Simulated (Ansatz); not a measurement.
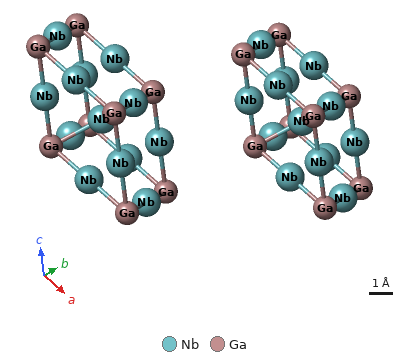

Two geometries of solid Nb₄Ga (a generated structure, set up in Im-3m) (coarse preliminary run), drawn at one scale. One is the start of a relaxation, the other its converged end. A ball-and-stick model of the cell of the calculation, seen slightly off an axis.

Theory: DFT PBE, scalar-relativistic, plane waves, PAW (Ansatz 0.2.0). Set-up: plane-wave cutoff 420 eV; k-point mesh 4 × 4 × 4; occupations gaussian; smearing width 0.1 eV; no spin polarisation; cell and atoms relaxed; force threshold 0.04 eV/Å; at most 70 steps.

Which one is relaxed?

Answer. The left one is the relaxed one. No atom moves by more than 0.005 Å relative to the cell. The volume changes by +27.7 %, with a = b = c 4.729 → 5.130 Å (+8.5 %). Near-neighbour distances that change, for instance: Nb–Nb 2.730 → 2.962 Å, Ga–Nb 2.365 → 2.565 Å. The space group stays Im-3m (No. 229). Over 4 accepted moves (5 points after the start) the energy falls by 2.904 eV per cell of the calculation. All forces vanish by symmetry, so only the cell relaxes. The pressure goes from 50.14 to 0.15 GPa. The SCF was repeated once at an unchanged geometry on a basis and grid sized afresh for the cell, which shifted the energy by 11.1 meV per cell of the calculation at most.
